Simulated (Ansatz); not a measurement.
# Calculations on SnH4BrCl

Part 1: Relaxation

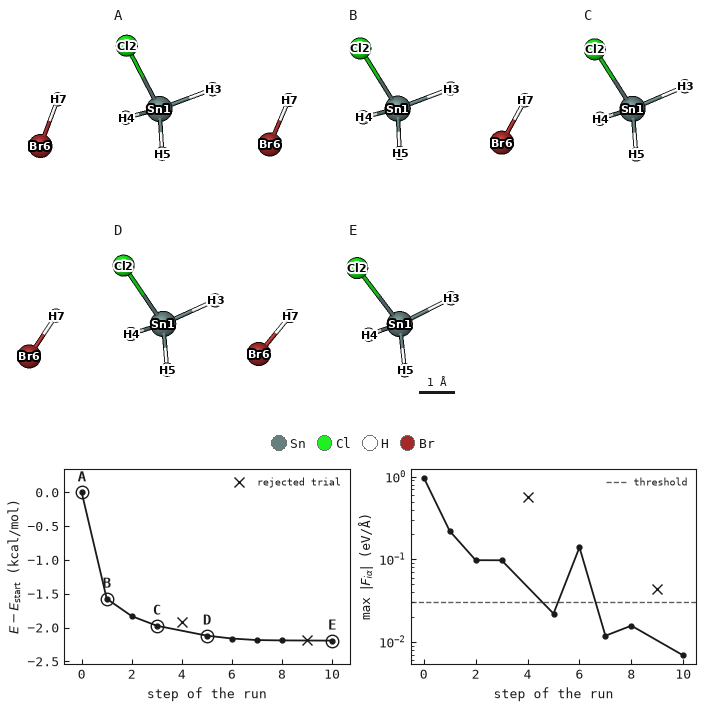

Frames of a relaxation of SnH4BrCl, marked on the history of the run. The picture is a ball-and-stick view, seen at a tilt.

The run prepares an end point of a later path (reaction) calculation, from a guessed geometry.

Level of theory: RKS B3LYP/def2-SVP in Ansatz. Settings: no spin polarisation; force threshold 0.03 eV/Å; at most 50 steps.

### What happens along the run?

The energy falls by 2.19 kcal/mol in 8 accepted moves (10 points after the start). The largest force component goes from 0.97 to 0.0068 eV/Å. The line search rejected the trial steps at points 4, 9 of the run. The forces were under the threshold at step 5, but the run went on from there. Br6 moves most after the best rigid fit: 0.61 Å. By element the largest moves are Br 0.61 Å, H 0.26 Å, Cl 0.26 Å, Sn 0.17 Å. Some distances before and after: Br6–H7 1.504 → 1.440 Å, Sn1–Cl2 2.407 → 2.400 Å, Sn1–H3 1.719 → 1.713 Å. From step 0 to 1: Br6 moves most (0.19 Å), energy −1.57 kcal/mol. From step 1 to 3: Br6 moves most (0.12 Å), energy −0.40 kcal/mol. From step 3 to 5: Br6 moves most (0.10 Å), energy −0.15 kcal/mol. From step 5 to 10: Br6 moves most (0.20 Å), energy −0.07 kcal/mol.

Limits of the set-up: the start holds two separate molecules, 2.6 Å apart at their closest, whose relative position is a soft coordinate and is computed without a dispersion correction.

Part 2: Relaxation

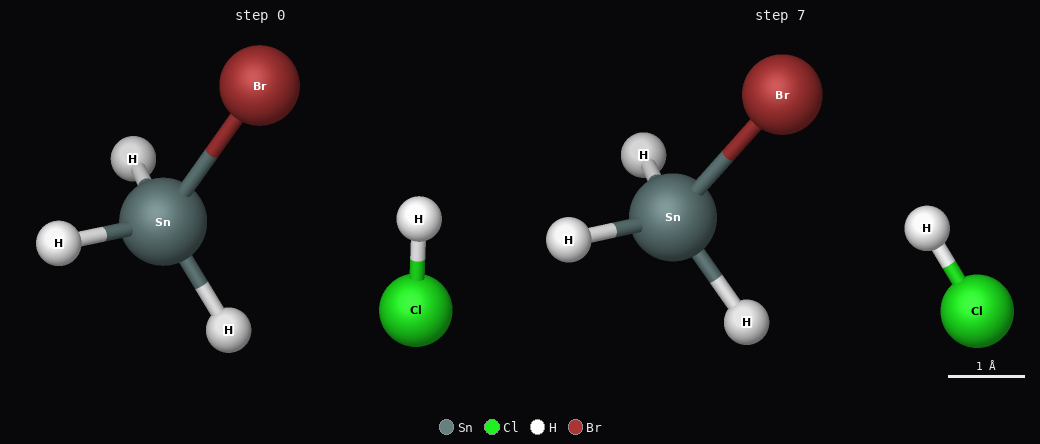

The structure of SnH$_{4}$BrCl before (left) and after (right) a relaxation, at one scale.

The picture is a ball-and-stick view, seen at a tilt.

The run prepares an end point of a later path (reaction) calculation, from a guessed geometry.

Computed with Ansatz, RKS B3LYP/def2-SVP. Set-up: no spin polarisation; force threshold 0.03 eV/Å; at most 50 steps.

### Describe what moved and what it gained.

Over 6 accepted moves (7 points after the start) the energy falls by 0.202 eV. Largest force component: 1.1 eV/Å at the start, 0.0068 eV/Å at the end. The line search rejected the trial step at point 3 of the run. The atom that moves furthest after the best rigid fit is the Cl atom (0.59 Å). By element the largest moves are Cl 0.59 Å, H 0.23 Å, Sn 0.15 Å, Br 0.13 Å. Near-neighbour distances that change, for instance: Cl–H 1.334 → 1.299 Å, Br–Sn 2.580 → 2.547 Å, H–Sn 1.700 → 1.708 Å. Bond angles that change, for instance: H–Sn–Br 115.5° → 105.5°, H–Sn–Br 102.4° → 105.5°. Cost: 20 s on 2 threads of Arm Neoverse V2, with other jobs on the host, peak memory 0.23 GiB.

Limits of the set-up: the start holds two separate molecules, 2.7 Å apart at their closest, whose relative position is a soft coordinate and is computed without a dispersion correction.

Part 3: Path

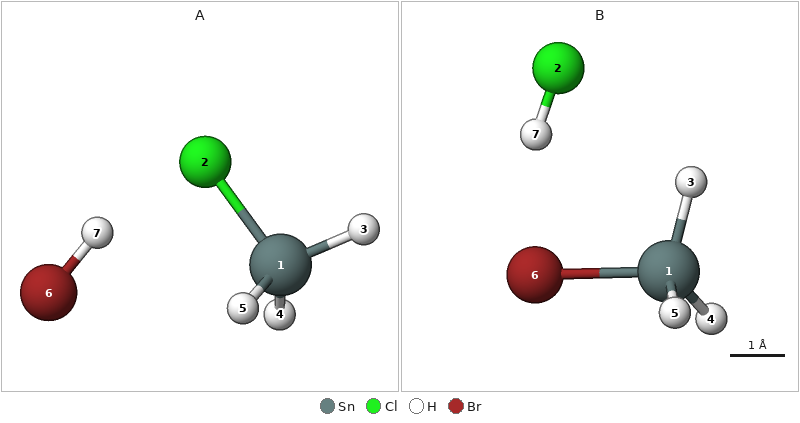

The two relaxed end points of a path for SnH4BrCl, made up at the start of SnH3Cl and HBr. Style: ball-and-stick. Shown at a tilt.

All numbers below come from RKS B3LYP/def2-SVP in Ansatz 0.2.0.

Set-up: 5 movable images; climbing image; force threshold 0.03 eV/Å; iteration limit 60.

Start:
```xyz
7

Sn    0.3372    0.0000   -0.1725
Cl    0.1544    0.0000    2.2205
H     2.0227    0.0000   -0.4773
H    -0.4334    1.4325   -0.7009
H    -0.4334   -1.4325   -0.7009
Br   -3.6507    0.0000    1.7982
H    -2.2775    0.0000    2.2308
```

End:
```xyz
7

Sn   -0.4299    0.0000   -0.6122
Cl   -0.0471    0.0000    3.7053
H     0.8538    0.0000    0.5150
H    -0.5044    1.4250   -1.5597
H    -0.5044   -1.4250   -1.5596
Br   -2.5612    0.0000    0.7819
H    -1.0874    0.0000    2.9272
```

Q: What barrier does the band find between them, and by what path?

A: The energy climbs by 0.91 eV to image 3 and then falls by 0.97 eV, so the end point sits at −0.05 eV. Breaking: Br6–H7 (1.44 → 1.80 at the top → 2.60 Å), Sn1–Cl2 (2.40 → 2.76 at the top → 4.33 Å). Forming: Cl2–H7 (2.43 → 1.48 at the top → 1.30 Å), Sn1–Br6 (4.45 → 2.91 at the top → 2.55 Å). The band converged in 8 iterations. The largest component of the band force went from 4.2 to 0.016 eV/Å. The climbing image converged on the top of the path. Its vibrational analysis gives one imaginary mode (333i cm⁻¹), as a transition state must have.

Energies of the converged images:

```tsv
image	path (Å)	E (eV)
0	0.00	0.000
1	0.63	0.038
2	1.26	0.380
3	1.89	0.915
4	2.56	0.517
5	3.22	0.085
6	3.89	-0.051
```

The geometry at the top of the path:

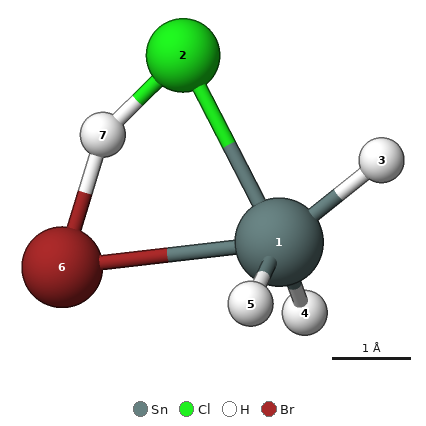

Limits of the set-up: the start holds two separate molecules, 2.4 Å apart at their closest, whose relative position is a soft coordinate and is computed without a dispersion correction.

The run took 100 s on 2 threads of Arm Neoverse V2, on a shared host, peak memory 0.24 GiB.
